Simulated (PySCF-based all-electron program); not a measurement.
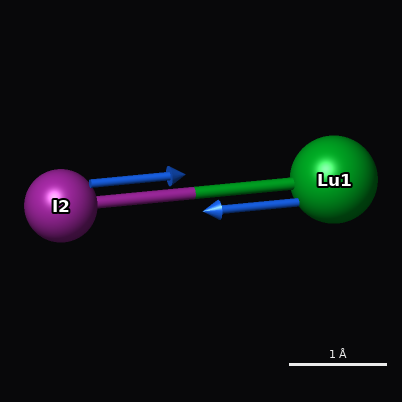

Arrows show the forces on the atoms, 0.9 Å of arrow for 1 eV/Å; forces under a tenth of the largest aren't drawn. The species is neutral and a spin singlet. Level of theory: PBE, all-electron, scalar-relativistic (Koelling-Harmon), large uncontracted Gaussian sets (PySCF-based all-electron program).

**Which bond do the forces act along most?**

Lu1–I2, now 3.003 Å: the forces pull its atoms together, so a first step downhill shortens it.

List the force components in the frame of the picture (x right, y up, z towards the viewer), in eV/Å.

```
atom     Fx     Fy     Fz
 Lu1  −1.11  −0.11   0.36
  I2   1.11   0.11  −0.36
```
